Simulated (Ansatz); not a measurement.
## Tc of Ba (Im-3m) from its phonons

What Tc do the phonons of Ba (Im-3m) give, and how does it depend on μ*? The cell shown first is a relaxed one, from steps not shown here.

Program: Ansatz 0.2.0. Level of theory: DFT PBE, scalar-relativistic, plane waves, PAW. Results are calculated unless marked as measured.

## (1) The cell after earlier relaxation steps

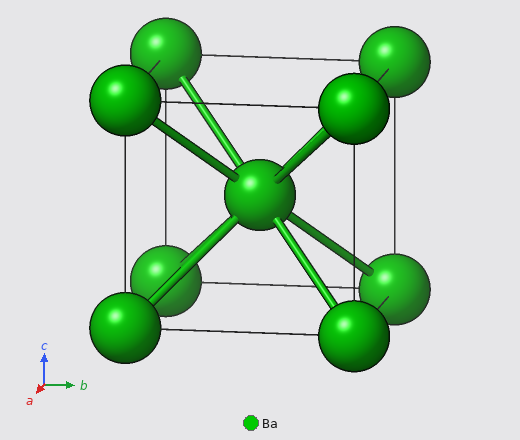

The starting structure, seen slightly off an axis (barium green). This picture shows the conventional cell, with its axes. Some periodic images of atoms are drawn too.

## (2) Coupling and resistivity: q 4×4×4, k 12×12×12, scattering 16×16×16

The run that gives the couplings also evaluates McMillan's and Allen and Dynes's formulas and, where asked, the Eliashberg equations, over a range of μ*.

input.yaml reads:

```yaml
crystal:
  lattice:
    - [-2.5065, 2.5065, 2.5065]
    - [2.5065, -2.5065, 2.5065]
    - [2.5065, 2.5065, -2.5065]
  atoms:
    - { symbol: Ba, position: [0.0, 0.0, 0.0] }
kpoints:
  mp_grid: { grid: [12, 12, 12] }
hamiltonian:
  xc: pbe
scf:
  occupations: { method: methfessel_paxton, width: 0.2 }
output:
  eigenvalues: true
phonons:
  method: dfpt
  qmesh: [4, 4, 4]
  temperatures: { t_max: 1000, t_step: 50 }
  qpath:
    path:
      - [[0.0, 0.0, 0.0], [0.5, -0.5, 0.5], [0.0, 0.0, 0.5], [0.0, 0.0, 0.0], [0.25, 0.25, 0.25], [0.5, -0.5, 0.5]]
      - [[0.25, 0.25, 0.25], [0.0, 0.0, 0.5]]
    npoints: 10
  electrical_resistivity:
    mesh: [16, 16, 16]
    temperatures: [20.0, 50.0, 80.0, 100.0, 150.0, 200.0, 273.0, 300.0, 400.0, 500.0, 600.0, 800.0]
  superconductivity: { mesh: [16, 16, 16] }
```

Launch:

```
ansatz run input.yaml --threads 4 --pin off --max-ram 12288MiB --backend cpu --events-out ev --progress --plain --runs-dir out
```

Numbers of over 12 decimals in the logs are rounded to 6 here.

The log of the run:

```text
Engine: ansatz 0.2.0, aarch64-unknown-linux-gnu
Pseudopotentials: kind: paw
Pseudopotential: Ba, paw, valence charge 10, recommended cutoff 420 eV (normal), Ba.paw.azcp
Functional definition: PBE
  parameter kappa = 0.804
  parameter beta = 0.066725
  exchange = pbe_x(kappa = kappa, mu = beta*pi^2/3)
  correlation = pbe_c(beta = beta)
Crystal: 1 atoms, lattice volume = 62.989 Å³
Basis set: ecut = 420 eV, 1253 PW (Γ), exchange–correlation on 60×60×60 points (8 copies of the dense FFT grid, shifted against one another)
Bands: 9, of which v1, the nominal top of the filled ones, is band 5 counted from 1 (4 counted from 0)
Symmetry: 48 space group operations
k-points: 72 of 1728
Non-local potential: Ba, projectors of the file, l = 0: 3, l = 1: 2, l = 2: 2, l = 3: 2
PAW form: soft (Blöchl's): semilocal exchange-correlation on the pseudo side does not see the compensation charge
PAW one-centre angular grid: Ba, 194 points (default); XC on 64 Gauss nodes
Initial density: superposition of atomic densities (neutral atoms: chi_scale 0, normalization atom), corrected by the library's trained network
Initial wavefunctions: pseudopotential atomic-orbital guess
Functional: x = pbe(κ = 0.804, μ = 0.219515), c = pbe(β = 0.066725)
SCF iter   1: F=—  HF=-5949.539631 eV  |F-HF|=—  |Δ(HF+E_count)|=         —  Δρ=9.99e-4  dr2=9.52e-4  ethr=1.77e-3  ⟨swp⟩=7.2  Hψ=6064  notcnv=0
preconditioner: auto → Kerker (q_TF=auto, 2.008 Å⁻¹)  [metal: Δε(μ)=0.015 eV  Ē_g=2.783 eV  σ=0.200 eV  W_gap=0.06  n_scr=12 (ndim 8)  ℏωp=6.6 eV  f_vac=0.000  D(μ)=1.26/eV (n_scr^D=12)]
SCF iter   2: F=—  HF=-5949.539645 eV  |F-HF|=—  |Δ(HF+E_count)|=   1.37e-5  S|Δr|=    0.00e0  Δρ=7.06e-4  dr2=5.07e-4  ethr=9.52e-6  ⟨swp⟩=2.3  Hψ=1467  notcnv=0
SCF iter   3: F=—  HF=-5949.539645 eV  |F-HF|=—  |Δ(HF+E_count)|=   3.00e-7  S|Δr|=    0.00e0  Δρ=1.24e-4  dr2=1.19e-5  ethr=5.07e-6  ⟨swp⟩=2.9  Hψ=1005  notcnv=0
SCF iter   4: F=—  HF=-5949.539648 eV  |F-HF|=—  |Δ(HF+E_count)|=   3.50e-6  S|Δr|=    0.00e0  Δρ=5.97e-5  dr2=1.32e-6  ethr=1.19e-7  ⟨swp⟩=2.6  Hψ=1037  notcnv=0
SCF iter   5: F=—  HF=-5949.539649 eV  |F-HF|=—  |Δ(HF+E_count)|=   8.52e-7  S|Δr|=    0.00e0  Δρ=8.44e-6  dr2=5.57e-8  ethr=1.32e-8  ⟨swp⟩=2.0  Hψ=955  notcnv=0
SCF iter   6: F=—  HF=-5949.539649 eV  |F-HF|=—  |Δ(HF+E_count)|=   1.74e-8  S|Δr|=    0.00e0  Δρ=1.60e-6  dr2=1.92e-9  ethr=5.57e-10  ⟨swp⟩=2.8  Hψ=969  notcnv=0
SCF iter   7: F=—  HF=-5949.539649 eV  |F-HF|=—  |Δ(HF+E_count)|=   1.57e-9  S|Δr|=    0.00e0  Δρ=4.07e-7  dr2=1.26e-10  ethr=1.92e-11  ⟨swp⟩=2.9  Hψ=1047  notcnv=0
SCF iter   8: F=-5949.539649 eV  HF=-5949.539649 eV  |F-HF|=2.73e-12  |Δ(HF+E_count)|=  1.70e-10  S|Δr|=    0.00e0  Δρ=1.08e-7  dr2=5.31e-12  ethr=1.00e-12  ⟨swp⟩=6.0  Hψ=2821  notcnv=0
SCF 1 converged in 8 iterations: F = -5949.539649 eV  dr2 = 5.31e-12
  greatest PAW one-centre occupation: 0.959 electrons in one spin orbital (limit 2), on the Ba atom at site 0 (counted from 0), in its partial waves of l = 0
NSCF: frozen V_eff on 72 k-points
NSCF: frozen V_eff on 163 k-points
DFPT response loops at q = (0, 0, 0) (fractional): preconditioner auto → Kerker (q_TF=auto, 2.008 Å⁻¹) (partly filled bands, converged f_vac=0.000); β = 1.00, the filter's whole step (`scf.mixing.beta` (0.50) is not read by the response loops under this deck's `scf.mixing.preconditioner`; to damp them name `kerker` or `kerker_dos`, under which they read `scf.mixing.beta`, and type it under 1.00, their step now; both keys bind the ground state too); Broyden in place of MSR1
NSCF: frozen V_eff on 1872 k-points
DFPT response loops at q = (0, 0, 0.25) (fractional): mixed as the last ones told, above
NSCF: frozen V_eff on 952 k-points
DFPT response loops at q = (0, 0, -0.5) (fractional): mixed as the last ones told, above
NSCF: frozen V_eff on 3456 k-points
DFPT response loops at q = (0, 0.25, 0.25) (fractional): mixed as the last ones told, above
NSCF: frozen V_eff on 524 k-points
DFPT response loops at q = (0.25, 0.25, 0.25) (fractional): mixed as the last ones told, above
NSCF: frozen V_eff on 1020 k-points
DFPT response loops at q = (0.25, 0.25, -0.25) (fractional): mixed as the last ones told, above
NSCF: frozen V_eff on 1872 k-points
DFPT response loops at q = (0.25, -0.5, -0.5) (fractional): mixed as the last ones told, above
NSCF: frozen V_eff on 326 k-points
DFPT response loops at q = (-0.5, -0.5, -0.5) (fractional): mixed as the last ones told, above
SCF iter   1: F=—  HF=-5949.539631 eV  |F-HF|=—  |Δ(HF+E_count)|=         —  Δρ=9.99e-4  dr2=9.52e-4  ethr=1.77e-3  ⟨swp⟩=7.2  Hψ=6064  notcnv=0
SCF iter   2: F=—  HF=-5949.539645 eV  |F-HF|=—  |Δ(HF+E_count)|=   1.37e-5  S|Δr|=    0.00e0  Δρ=7.06e-4  dr2=5.07e-4  ethr=9.52e-6  ⟨swp⟩=2.3  Hψ=1467  notcnv=0
SCF iter   3: F=—  HF=-5949.539645 eV  |F-HF|=—  |Δ(HF+E_count)|=   3.00e-7  S|Δr|=    0.00e0  Δρ=1.24e-4  dr2=1.19e-5  ethr=5.07e-6  ⟨swp⟩=2.9  Hψ=1005  notcnv=0
SCF iter   4: F=—  HF=-5949.539648 eV  |F-HF|=—  |Δ(HF+E_count)|=   3.50e-6  S|Δr|=    0.00e0  Δρ=5.97e-5  dr2=1.32e-6  ethr=1.19e-7  ⟨swp⟩=2.6  Hψ=1037  notcnv=0
SCF iter   5: F=—  HF=-5949.539649 eV  |F-HF|=—  |Δ(HF+E_count)|=   8.52e-7  S|Δr|=    0.00e0  Δρ=8.44e-6  dr2=5.57e-8  ethr=1.32e-8  ⟨swp⟩=2.0  Hψ=955  notcnv=0
SCF iter   6: F=—  HF=-5949.539649 eV  |F-HF|=—  |Δ(HF+E_count)|=   1.74e-8  S|Δr|=    0.00e0  Δρ=1.60e-6  dr2=1.92e-9  ethr=5.57e-10  ⟨swp⟩=2.8  Hψ=969  notcnv=0
SCF iter   7: F=—  HF=-5949.539649 eV  |F-HF|=—  |Δ(HF+E_count)|=   1.57e-9  S|Δr|=    0.00e0  Δρ=4.07e-7  dr2=1.26e-10  ethr=1.92e-11  ⟨swp⟩=2.9  Hψ=1047  notcnv=0
SCF iter   8: F=-5949.539649 eV  HF=-5949.539649 eV  |F-HF|=9.09e-13  |Δ(HF+E_count)|=  1.70e-10  S|Δr|=    0.00e0  Δρ=1.08e-7  dr2=5.33e-12  ethr=1.00e-12  ⟨swp⟩=2.9  Hψ=1527  notcnv=0
SCF 2 converged in 8 iterations: F = -5949.539649 eV  dr2 = 5.33e-12
NSCF: frozen V_eff on 72 k-points
NSCF: frozen V_eff on 72 k-points
[...]
SCF converged after 8 iterations
Stability not checked: this state was not tested for a lower state beside it, because cold or Methfessel-Paxton smearing, or corrected tetrahedra, fill the levels in a way that the test cannot read (fill_not_monotonic; see scf.lower_state_search)
Free energy (F): -5949.539649 eV
Harris-Foulkes:  -5949.539649 eV  (|F-HF|=2.73e-12)
Internal energy: -5949.540851 eV  (E = F + TS)
E sigma→0 (E₀):  -5949.539949 eV
Entropy (-TS):   0.001202 eV (1.202 meV/atom)
Fermi energy:    5.823469 eV
--- Per-component energies (eV) ---
  E_band       = -84.895006
  E_kinetic    = 166.376292
  E_local      = -376.982135  (includes V_loc(G=0)·N_el)
  E_nonlocal   = 57.097007
  E_hartree    = 118.972942
[...]
600.00      6.1277e1              no      6.1277e1      6.1277e1      6.1277e1        7.0904e1          6.0931e1
    800.00      8.3703e1              no      8.3703e1      8.3703e1      8.3703e1        9.8298e1          8.2767e1
  mean free path at 20 K (of a tensor a third of its trace): 535 nm by what each carries, 338 by the Fermi surface alone
  Hall coefficient in a weak field at 20 K (a third of the trace): 1.706e-9 m³/C (as a tensor it moves by 11.9 % between the two finest meshes); by each state's relaxation time: 1.864e-9 m³/C; by a constant relaxation time: 8.884e-10 m³/C
  mean free path at 50 K (of a tensor a third of its trace): 84.9 nm by what each carries, 61.3 by the Fermi surface alone
  Hall coefficient in a weak field at 50 K (a third of the trace): 1.450e-9 m³/C (as a tensor it moves by 11.7 % between the two finest meshes); by each state's relaxation time: 1.607e-9 m³/C; by a constant relaxation time: 8.926e-10 m³/C
  mean free path at 80 K (of a tensor a third of its trace): 47.0 nm by what each carries, 34.5 by the Fermi surface alone
  Hall coefficient in a weak field at 80 K (a third of the trace): 1.417e-9 m³/C (as a tensor it moves by 11.8 % between the two finest meshes); by each state's relaxation time: 1.563e-9 m³/C; by a constant relaxation time: 8.927e-10 m³/C
  mean free path at 100 K (of a tensor a third of its trace): 36.6 nm by what each carries, 27.0 by the Fermi surface alone
  Hall coefficient in a weak field at 100 K (a third of the trace): 1.410e-9 m³/C (as a tensor it moves by 11.8 % between the two finest meshes); by each state's relaxation time: 1.553e-9 m³/C; by a constant relaxation time: 8.923e-10 m³/C
  mean free path at 150 K (of a tensor a third of its trace): 23.8 nm by what each carries, 17.6 by the Fermi surface alone
  Hall coefficient in a weak field at 150 K (a third of the trace): 1.406e-9 m³/C (as a tensor it moves by 11.4 % between the two finest meshes); by each state's relaxation time: 1.545e-9 m³/C; by a constant relaxation time: 8.918e-10 m³/C
  mean free path at 200 K (of a tensor a third of its trace): 17.7 nm by what each carries, 13.0 by the Fermi surface alone
  Hall coefficient in a weak field at 200 K (a third of the trace): 1.408e-9 m³/C (as a tensor it moves by 10.7 % between the two finest meshes); by each state's relaxation time: 1.544e-9 m³/C; by a constant relaxation time: 8.916e-10 m³/C
  mean free path at 273 K (of a tensor a third of its trace): 12.8 nm by what each carries, 9.46 by the Fermi surface alone
  Hall coefficient in a weak field at 273 K (a third of the trace): 1.415e-9 m³/C (as a tensor it moves by 9.5 % between the two finest meshes); by each state's relaxation time: 1.545e-9 m³/C; by a constant relaxation time: 8.906e-10 m³/C
  mean free path at 300 K (of a tensor a third of its trace): 11.7 nm by what each carries, 8.58 by the Fermi surface alone
  Hall coefficient in a weak field at 300 K (a third of the trace): 1.418e-9 m³/C (as a tensor it moves by 9.0 % between the two finest meshes); by each state's relaxation time: 1.546e-9 m³/C; by a constant relaxation time: 8.899e-10 m³/C
  mean free path at 400 K (of a tensor a third of its trace): 8.66 nm by what each carries, 6.36 by the Fermi surface alone
  Hall coefficient in a weak field at 400 K (a third of the trace): 1.434e-9 m³/C (as a tensor it moves by 7.3 % between the two finest meshes); by each state's relaxation time: 1.552e-9 m³/C; by a constant relaxation time: 8.849e-10 m³/C
  mean free path at 500 K (of a tensor a third of its trace): 6.87 nm by what each carries, 5.02 by the Fermi surface alone
  Hall coefficient in a weak field at 500 K (a third of the trace): 1.452e-9 m³/C (as a tensor it moves by 5.6 % between the two finest meshes); by each state's relaxation time: 1.556e-9 m³/C; by a constant relaxation time: 8.760e-10 m³/C
  mean free path at 600 K (of a tensor a third of its trace): 5.67 nm by what each carries, 4.13 by the Fermi surface alone
  Hall coefficient in a weak field at 600 K (a third of the trace): 1.468e-9 m³/C (as a tensor it moves by 4.0 % between the two finest meshes); by each state's relaxation time: 1.558e-9 m³/C; by a constant relaxation time: 8.629e-10 m³/C
  mean free path at 800 K (of a tensor a third of its trace): 4.17 nm by what each carries, 3.03 by the Fermi surface alone
  Hall coefficient in a weak field at 800 K (a third of the trace): 1.483e-9 m³/C (as a tensor it moves by 1.7 % between the two finest meshes); by each state's relaxation time: 1.541e-9 m³/C; by a constant relaxation time: 8.252e-10 m³/C
  the resistivity times a path that all electrons share, by the Fermi surface of the deck's mesh alone (a third of the trace): 2.532e-15 Ω·m²
  not converged in the mesh (λ; λ_tr; the resistivity at 20 K by 21.93 %; the resistivity at 50 K by 19.63 %; the resistivity at 80 K by 19.01 %; the resistivity at 100 K by 18.74 %; the resistivity at 150 K by 18.06 %; the resistivity at 200 K by 17.31 %; the resistivity at 273 K by 16.16 %; the resistivity at 300 K by 15.72 %; the resistivity at 400 K by 14.16 %; the resistivity at 500 K by 12.71 %; the resistivity [...]
  vibrations of 64 cells: unjudged by the run; compare a larger repeat
  the changes of the potential over all sites missed a rigid shift's by 0.00 % (the site terms' by 0.01 %)
  at the force constants' own smearing the fine mesh and the k-points of their solves give squared frequencies that differ by 2.6 % of the larger at the most, at (0, 0, -0.5)
--- Superconductivity: potentials and phonons of a 4×4×4 supercell ---
           mesh         λ    ħω_log (meV)  μ* declared at (meV)
       16×16×16    0.2379           4.876                5.613
          8×8×8    0.2245           4.592                5.367
          4×4×4    0.1285           4.488                5.257
  λ by the species' shares of the modes' patterns: Ba 0.2379
  with the Fermi level up to 9.3 meV (the hardest mode) off, states and modes as they are: density of states 0.5913 to 0.6083 /eV of one spin and cell, λ 0.2318 to 0.2393
  transition temperature on the deck's mesh (K), isotropic and anisotropic, restricted to the Fermi surface (FSR) and over the full bandwidth (FBW), and the last with the density of states resolved in a narrower window:
        μ*   McMillan   Allen–Dynes      iso. FSR      iso. FBW    aniso. FSR    aniso. FBW  narrow window
      0.08      0.007         0.007    none_found    none_found    none_found    none_found     none_found
      0.10      0.001         0.001    none_found    none_found    none_found    none_found     none_found
      0.12      0.000         0.000    none_found    none_found    none_found    none_found     none_found
      0.13      0.000         0.000    none_found    none_found    none_found    none_found     none_found
      0.14      0.000         0.000    none_found    none_found    none_found    none_found     none_found
      0.16      0.000         0.000    none_found    none_found    none_found    none_found     none_found
      0.20      0.000         0.000    none_found    none_found    none_found    none_found     none_found
  none_found: no transition down to 0.1 K
  isotope coefficients −∂ln Tc/∂ln M under μ* = 0.13, the force constants as they are, of the isotropic transitions restricted to the Fermi surface and over the full bandwidth: Ba - and -
  not converged in the mesh (λ): between neighbouring meshes, the two finest first, λ moves by 5.63 % and 42.79 % and the anisotropic transition temperature over the full bandwidth at μ* = 0.13 by nothing (neither mesh has one) and nothing (neither mesh has one); converged means that the two finest part by at most 2.00 % and 5.00 %
  vibrations of 64 cells: unjudged by the run; compare a larger repeat
  the changes of the potential over all sites missed a rigid shift's by 0.00 % (the site terms' by 0.01 %)
  at the force constants' own smearing the fine mesh and the k-points of their solves give squared frequencies that differ by 2.6 % of the larger at the most, at (0, 0, -0.5)
```

Elapsed: 6.8 min, on 4 threads of Arm Neoverse V1, shared host; peak memory 8.9 GiB; 26 min of CPU time.

This step gave:

```
volume per atom                                                                : 62.99 Å³
metallic on mesh                                                               : yes
gap on the k-mesh                                                              : 0 eV
zero point energy                                                              : 0.009402 eV/cell
share of imaginary modes in the plain interpolation between solved wavevectors : 0
highest frequency, solved or plainly interpolated                              : 75.2 cm⁻¹
Debye temperature (second moment)                                              : 99 K
resistivity at 300 K                                                           : 29.5 μΩ cm
coupling constant λ                                                            : 0.2379
density of states at the Fermi level                                           : 0.6014 states/eV a spin and cell
log mean phonon energy ħω_log                                                  : 4.876 meV
transport coupling constant λ_tr                                               : 0.2188, 0.2188, 0.2188 (xx, yy, zz)
Drude plasma energy                                                            : 2.801, 2.801, 2.801 eV (xx, yy, zz)
resistivity times mean free path                                               : 25.32, 25.32, 25.32 × 10⁻¹⁶ Ω m² (xx, yy, zz)
second-moment phonon energy ħω₂                                                : 5.613 meV
coupling λ by branch                                                           : 0.141, 0.0543, 0.0426 (branches by rank of frequency)
```

An empty cell: under 1 mK by a formula, or no transition down to the floor of the Eliashberg search. Transition temperatures:

```tsv
μ*	McMillan Tc (K)	Allen–Dynes Tc (K)
0.08	0.00704	0.00709
0.1	0.00136	0.00137
0.12	-	-
0.13	-	-
0.14	-	-
0.16	-	-
0.2	-	-
```

(Continued in part 2 of 2.)

[Logs are printed without paths, hosts, clocks, repeated set-up lines and the standing remarks that a program may print on its own settings, such as how far it seeks lower states.]

[Hosts, paths, dates, database ids (printed as entryN), source tags and the programs' standing remarks are cut or masked in the printed files.]
